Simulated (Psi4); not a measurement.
# A workflow on C2H2FS− (SMILES F/C=C/[S-])

Wanted: a geometry optimisation (singlet C2H2FS−, TPSS-D4/6-31+G*), then a single-point energy (doublet C2H2FS, UTPSS-D4/6-31+G*), then a structure relaxation (doublet C2H2FS, UTPSS-D4/6-31+G*), then a single-point energy (singlet C2H2FS−, TPSS-D4/6-31+G*) of C2H2FS. 

The results are computed with Psi4 1.11.

**1. The structure to begin with**

C2H2FS−: 6 atoms, total charge -1, spin state singlet. As SMILES, `F/C=C/[S-]`. The coordinates come from a GFN2-xTB relaxation. The run starts from this shape.

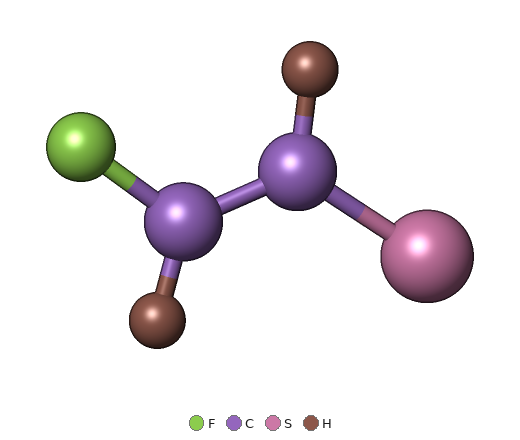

The structure, seen from a chosen angle (fluorine green, carbon purple, sulfur pink, hydrogen brown).

**2. A geometry optimisation at TPSS-D4/6-31+G(d) (density fitting, Cartesian functions) (run 1)**

input.in reads:

```
memory 1.6 GB

molecule mol {
  -1 1
  F      2.63917261     1.58111495    -1.69916614
  C      1.08736731    -0.26858677    -0.65040594
  C     -1.01576559     0.32856668     0.60218013
  S     -3.00751802    -1.81621578     1.93490948
  H      1.81436385    -2.13892431    -0.98910155
  H     -1.51762015     2.31404523     0.80158403
  units bohr
}

set {
  basis     6-31+G*
  reference rks
}

optimize('tpss-d4')
print_variables()
```

Command:

```bash
psi4 -n 1 input.in input.out
```

input.out:

```text
[...]
  Running in c1 symmetry.
[...]
  Nuclear repulsion =  134.221734913552524
[...]
  Multiplicity = 1
[...]
  Nalpha       = 20
  Nbeta        = 20
[...]
    Number of basis functions: 84
[...]
   @DF-RKS iter   1:  -575.06027690066685   -5.47316e-02   1.03585e-02 DIIS/ADIIS
[...]
   @DF-RKS iter   8:  -575.50806391906849   -2.38742e-12   2.40748e-09 DIIS
[...]
    Orbital Energies [Eh]
    ---------------------
    Doubly Occupied:
       1A    -88.125077     2A    -24.270010     3A     -9.884938
       4A     -9.847409     5A     -7.490881     6A     -5.474443
       7A     -5.465857     8A     -5.464327     9A     -0.949328
      10A     -0.538699    11A     -0.418438    12A     -0.341344
      13A     -0.281742    14A     -0.229232    15A     -0.216257
      16A     -0.158412    17A     -0.124238    18A     -0.080000
      19A      0.014489    20A      0.025862
[...]
  @DF-RKS Final Energy:  -575.50806391906849
   => Energetics <=
    Nuclear Repulsion Energy =            131.2348001793553749
    One-Electron Energy =               -1062.1391454924651043
    Two-Electron Energy =                 403.3023507543613846
    DFT Exchange-Correlation Energy =     -47.9000425652811117
    Empirical Dispersion Energy =          -0.0060267950390277
    VV10 Nonlocal Energy =                  0.0000000000000000
    Total Energy =                       -575.5080639190684906
[...]
 Multipole Moments:
 ------------------------------------------------------------------------------------
     Multipole            Electronic (a.u.)      Nuclear  (a.u.)        Total (a.u.)
 ------------------------------------------------------------------------------------
 L = 1.  Multiply by 2.5417464519 to convert [e a0] to [Debye]
 Dipole X            :          2.0264274           -0.8220208            1.2044066
 Dipole Y            :          1.2637854           -0.5747428            0.6890426
 Dipole Z            :         -1.3065051            0.5333665           -0.7731385
 Magnitude           :                                                    1.5884326
[...]
  -Total Gradient:
     Atom            X                  Y                   Z
    ------   -----------------  -----------------  -----------------
       1       -0.000141903803    -0.000057138496     0.000090265166
       2        0.000061375994     0.000164994717    -0.000043888645
       3        0.000138592525     0.000078288216    -0.000097646486
       4       -0.000078684185    -0.000078503560     0.000055175308
       5       -0.000031971811    -0.000026413676     0.000020704831
       6       -0.000020041464    -0.000001282527     0.000015235356
[...]
```

Standard output:

```text
Optimizer: Optimization complete!
```

Wall time 34 s (1 thread of Intel Xeon 6975P-C (Granite Rapids), shared host); peak memory 0.99 GiB.

The path in brief:

| step | energy from the first frame kept (eV) | largest force (eV/Å) |
| --- | --- | --- |
| 0 | 0.0000 | 1.6142 |
| 1 | -0.0742 | 0.3781 |
| 2 | -0.0769 | 0.1919 |
| 3 | -0.0774 | 0.0458 |
| 4 | -0.0775 | 0.0096 |

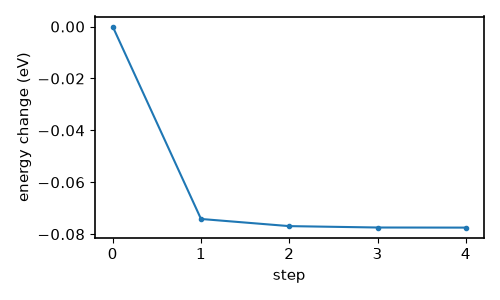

Energy along the run.

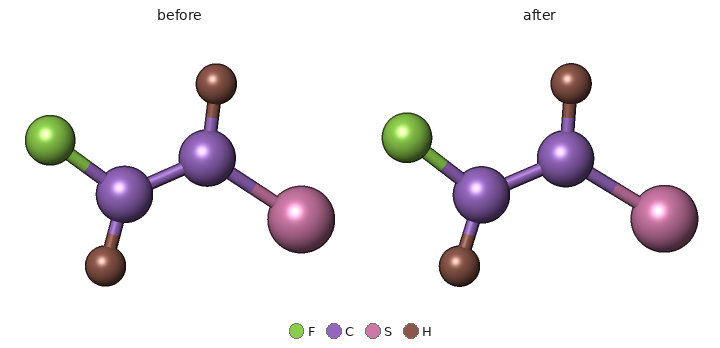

Before and after, at one scale.

After the run. Bond lengths: F1–C2 1.421 Å, C2–C3 1.351 Å, C3–S4 1.754 Å, C2–H5 1.086 Å, C3–H6 1.098 Å. Angles: F1–C2–C3 120.8°, C2–C3–S4 126.7°, F1–C2–H5 110.5°, C3–C2–H5 128.7°, C2–C3–H6 115.4°, S4–C3–H6 117.9°.

**3. Doublet neutral C2H2FS: the energy at UTPSS-D4/6-31+G(d) (density fitting, Cartesian functions) (run 2)**

job.py reads:

```python
import psi4

psi4.set_memory(1600000000)
psi4.set_num_threads(1)
psi4.set_output_file('psi4.out', False)

geom = psi4.geometry("""
0 2
F      2.70085894     1.64282963    -1.73989541
C      1.15545603    -0.28695491    -0.69067978
C     -0.97918049     0.29659440     0.58077520
S     -3.09152013    -1.83433825     1.98735694
H      1.95344580    -2.13771866    -1.07668658
H     -1.40103917     2.32379244     0.72753322
units bohr
""")

psi4.set_options({
    'basis': '6-31+G*',
    'reference': 'uks',
})

result = psi4.energy("tpss-d4")
print('E =', round(result, 9))
```

Command:

```bash
python job.py
```

psi4.out:

```text
[...]
  Running in c1 symmetry.
[...]
  Nuclear repulsion =  131.234826488257255
[...]
  Multiplicity = 2
[...]
  Nalpha       = 20
  Nbeta        = 19
[...]
    Number of basis functions: 84
[...]
   @DF-UKS iter   1:  -575.13663703982627   -2.31148e-01   8.64153e-03 ADIIS/DIIS
[...]
   @DF-UKS iter  12:  -575.42698993466990   -1.02432e-08   2.23003e-07 DIIS
[...]
   @S^2 Observed:                7.627305901E-01
[...]
    Orbital Energies [Eh]
    ---------------------
    Alpha Occupied:
       1A    -88.396238     2A    -24.482429     3A    -10.137374
       4A    -10.074529     5A     -7.760772     6A     -5.745102
       7A     -5.741815     8A     -5.729861     9A     -1.158032
      10A     -0.778565    11A     -0.666841    12A     -0.567792
      13A     -0.496999    14A     -0.447486    15A     -0.429845
      16A     -0.370435    17A     -0.358437    18A     -0.323273
      19A     -0.238095    20A     -0.225533
    Alpha Virtual:
      21A     -0.064881    22A     -0.022126    23A      0.004214
      24A      0.014607    25A      0.029304    26A      0.044302
[...]
  @DF-UKS Final Energy:  -575.42698993466990
   => Energetics <=
    Nuclear Repulsion Energy =            131.2348264882572551
    One-Electron Energy =               -1052.9029202425156200
    Two-Electron Energy =                 393.8776928985820405
    DFT Exchange-Correlation Energy =     -47.6314835028741967
    Empirical Dispersion Energy =          -0.0051055761194176
    VV10 Nonlocal Energy =                  0.0000000000000000
    Total Energy =                       -575.4269899346699049
[...]
 Multipole Moments:
 ------------------------------------------------------------------------------------
     Multipole            Electronic (a.u.)      Nuclear  (a.u.)        Total (a.u.)
 ------------------------------------------------------------------------------------
 L = 1.  Multiply by 2.5417464519 to convert [e a0] to [Debye]
 Dipole X            :          1.1375872           -0.8220199            0.3155673
 Dipole Y            :          0.5579727           -0.5747429           -0.0167701
 Dipole Z            :         -0.7251419            0.5333663           -0.1917756
 Magnitude           :                                                    0.3696510
[...]
```

The script printed:

```text
E = -575.426989935
```

It took 13 s on 1 thread of Intel Xeon 6975P-C (Granite Rapids), shared host; peak memory 0.95 GiB.

**4. Doublet neutral C2H2FS: a structure relaxation at UTPSS-D4/6-31+G(d) (density fitting, Cartesian functions) (run 3)**

c2h2fs.dat reads:

```
memory 1600 MB

molecule molecule1 {
  0 2
  F
  C 1 1.421232
  C 2 1.350574 1 120.77022
  S 3 1.753592 2 126.69606 1 -179.99647
  H 2 1.085925 3 128.69403 4 0.00487
  H 3 1.098477 2 115.37136 5 179.99841
  units angstrom
  symmetry c1
}

set {
  basis     6-31+G*
  reference uks
}

E = optimize("tpss-d4")
print_variables()
```

Command:

```bash
psi4 c2h2fs.dat c2h2fs.out -n 1
```

c2h2fs.out:

```text
[...]
  Running in c1 symmetry.
[...]
  Nuclear repulsion =  131.234811334610356
[...]
  Multiplicity = 2
[...]
  Nalpha       = 20
  Nbeta        = 19
[...]
    Number of basis functions: 84
[...]
   @DF-UKS iter   1:  -575.13663704559724   -2.31149e-01   8.64153e-03 ADIIS/DIIS
[...]
   @DF-UKS iter   8:  -575.43267682228770   -1.19371e-11   8.22844e-09 DIIS
[...]
   @S^2 Observed:                7.629057613E-01
[...]
  @DF-UKS Final Energy:  -575.43267682228770
   => Energetics <=
    Nuclear Repulsion Energy =            134.7340240638728233
    One-Electron Energy =               -1059.8520310946660175
    Two-Electron Energy =                 397.3667561216400941
    DFT Exchange-Correlation Energy =     -47.6762242599946546
    Empirical Dispersion Energy =          -0.0052016531397771
    VV10 Nonlocal Energy =                  0.0000000000000000
    Total Energy =                       -575.4326768222877035
[...]
 Multipole Moments:
 ------------------------------------------------------------------------------------
     Multipole            Electronic (a.u.)      Nuclear  (a.u.)        Total (a.u.)
 ------------------------------------------------------------------------------------
 L = 1.  Multiply by 2.5417464519 to convert [e a0] to [Debye]
 Dipole X            :          0.0000169           -0.0000168            0.0000001
 Dipole Y            :          0.6966944           -0.4195291            0.2771653
 Dipole Z            :         -1.5817900            1.1168741           -0.4649159
 Magnitude           :                                                    0.5412646
[...]
  -Total Gradient:
     Atom            X                  Y                   Z
    ------   -----------------  -----------------  -----------------
       1       -0.000000040882     0.000004554405     0.000076949260
       2       -0.000000349060     0.000053158251    -0.000048435434
       3        0.000003222060    -0.000132821249     0.000232814930
       4       -0.000000795490     0.000018214641    -0.000101463416
       5       -0.000000452733    -0.000043049410    -0.000065682988
       6       -0.000001573269     0.000007926415    -0.000069482374
[...]
```

On the terminal:

```text
Optimizer: Optimization complete!
```

It took 59 s on 1 thread of Intel Xeon 6975P-C (Granite Rapids), shared host; peak memory 0.99 GiB.

Step by step:

| step | energy from the first frame kept (eV) | largest force (eV/Å) |
| --- | --- | --- |
| 0 | 0.0000 | 2.0626 |
| 1 | -0.1348 | 1.0438 |
| 2 | -0.1534 | 0.1188 |
| 3 | -0.1547 | 0.0473 |
| 4 | -0.1547 | 0.0138 |

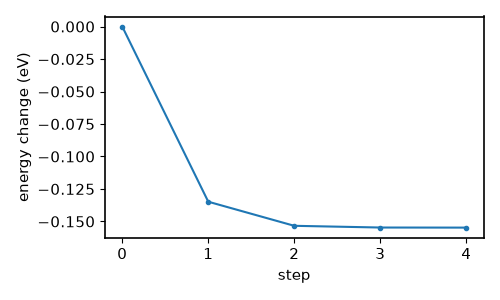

Energy along the run.

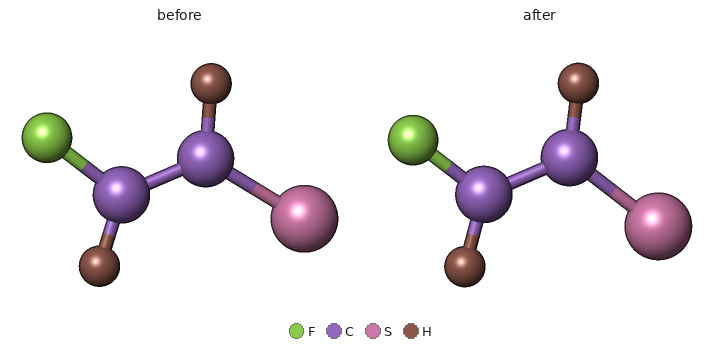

Before and after, at one scale.

After the run. Bond lengths: F1–C2 1.351 Å, C2–C3 1.373 Å, C3–S4 1.702 Å, C2–H5 1.087 Å, C3–H6 1.093 Å. Angles: F1–C2–C3 120.7°, C2–C3–S4 120.5°, F1–C2–H5 113.0°, C3–C2–H5 126.2°, C2–C3–H6 118.2°, S4–C3–H6 121.3°.

**5. A single-point energy at TPSS-D4/6-31+G(d) (density fitting, Cartesian functions) (run 4)**

input.in reads:

```
memory 1.6 GB

molecule molecule1 {
  -1 1
  F      1.351766     0.870049    -0.873428
  C      0.574106    -0.101034    -0.345454
  C     -0.574198     0.213608     0.338471
  S     -1.549483    -1.013635     1.001179
  H      0.960548    -1.100846    -0.526689
  H     -0.839579     1.268812     0.442797
  units angstrom
  symmetry c1
}

set {
  basis 6-31+G*
}

energy("tpss-d4")
print_variables()
```

Command:

```bash
psi4 input.in input.out -n 1
```

input.out:

```text
[...]
  Running in c1 symmetry.
[...]
  Nuclear repulsion =  134.734022726144644
[...]
  Multiplicity = 1
[...]
  Nalpha       = 20
  Nbeta        = 20
[...]
    Number of basis functions: 84
[...]
   @DF-RKS iter   1:  -575.07290210088490   -5.66338e-02   1.01352e-02 ADIIS/DIIS
[...]
   @DF-RKS iter  10:  -575.50203141666555   -1.14955e-07   7.69706e-07 DIIS
[...]
    Orbital Energies [Eh]
    ---------------------
    Doubly Occupied:
       1A    -88.115978     2A    -24.274943     3A     -9.877240
       4A     -9.839103     5A     -7.483247     6A     -5.466222
       7A     -5.458324     8A     -5.456797     9A     -0.974405
      10A     -0.536111    11A     -0.417672    12A     -0.340308
      13A     -0.289792    14A     -0.238023    15A     -0.231440
      16A     -0.155101    17A     -0.119154    18A     -0.076318
      19A      0.019079    20A      0.037557
[...]
  @DF-RKS Final Energy:  -575.50203141666555
   => Energetics <=
    Nuclear Repulsion Energy =            134.7340227261446444
    One-Electron Energy =               -1069.1490149519788702
    Two-Electron Energy =                 406.8638746804035691
    DFT Exchange-Correlation Energy =     -47.9447656126173669
    Empirical Dispersion Energy =          -0.0061482586174664
    VV10 Nonlocal Energy =                  0.0000000000000000
    Total Energy =                       -575.5020314166655453
[...]
 Multipole Moments:
 ------------------------------------------------------------------------------------
     Multipole            Electronic (a.u.)      Nuclear  (a.u.)        Total (a.u.)
 ------------------------------------------------------------------------------------
 L = 1.  Multiply by 2.5417464519 to convert [e a0] to [Debye]
 Dipole X            :          2.1577248           -0.9072962            1.2504286
 Dipole Y            :          1.3444278           -0.5113833            0.8330445
 Dipole Z            :         -1.3910848            0.5819920           -0.8090928
 Magnitude           :                                                    1.7065070
[...]
```

Wall time 8.4 s (1 thread of Intel Xeon 6975P-C (Granite Rapids), shared host); peak memory 0.95 GiB.

**6. Outcome**

| quantity | value |
| --- | --- |
| run 1, TPSS-D4/6-31+G*: total energy at the end | -575.50806 Eh |
| run 1, TPSS-D4/6-31+G*: HOMO energy | 0.70 eV |
| run 1, TPSS-D4/6-31+G*: LUMO energy | 3.84 eV |
| run 1, TPSS-D4/6-31+G*: HOMO–LUMO gap (to an unbound level, set by the basis) | 3.14 eV |
| run 1, TPSS-D4/6-31+G*: dispersion energy | -15.82 kJ/mol |
| doublet neutral C2H2FS, run 2: total energy | -575.42699 Eh |
| doublet neutral C2H2FS, run 2: dipole moment | 0.94 D |
| doublet neutral C2H2FS, run 2: HOMO energy (highest over α and β) | -5.90 eV |
| doublet neutral C2H2FS, run 2: LUMO energy (lowest over α and β) | -5.12 eV |
| doublet neutral C2H2FS, run 2: dispersion energy | -13.40 kJ/mol |
| doublet neutral C2H2FS, run 2: ⟨S²⟩ | 0.763 |
| doublet neutral C2H2FS, run 3: total energy at the end | -575.43268 Eh |
| doublet neutral C2H2FS, run 3: dipole moment | 1.38 D |
| doublet neutral C2H2FS, run 3: HOMO energy (highest over α and β) | -5.75 eV |
| doublet neutral C2H2FS, run 3: LUMO energy (lowest over α and β) | -4.81 eV |
| doublet neutral C2H2FS, run 3: dispersion energy | -13.66 kJ/mol |
| doublet neutral C2H2FS, run 3: ⟨S²⟩ | 0.763 |
| run 4, TPSS-D4/6-31+G*: total energy | -575.50203 Eh |
| run 4, TPSS-D4/6-31+G*: HOMO energy | 1.02 eV |
| run 4, TPSS-D4/6-31+G*: LUMO energy | 3.86 eV |
| run 4, TPSS-D4/6-31+G*: HOMO–LUMO gap (to an unbound level, set by the basis) | 2.84 eV |
| run 4, TPSS-D4/6-31+G*: dispersion energy | -16.14 kJ/mol |
| adiabatic ionisation energy (to the doublet neutral, no zero-point term) | 2.051 eV |

**Reading.** The adiabatic ionisation energy (to the doublet neutral, no zero-point term) is 2.05 eV (47 kcal/mol). The optimisation (run 1, TPSS-D4/6-31+G*) took 5 steps and changed the energy by -0.077 eV. The HOMO (run 1, TPSS-D4/6-31+G*) lies at positive energy, 0.70 eV, as semi-local functionals often give for anions; only total energies tell whether the electron is bound. The optimisation (doublet neutral C2H2FS, run 3) took 5 steps and changed the energy by -0.155 eV. The HOMO (run 4, TPSS-D4/6-31+G*) lies at positive energy, 1.02 eV, as semi-local functionals often give for anions; only total energies tell whether the electron is bound.
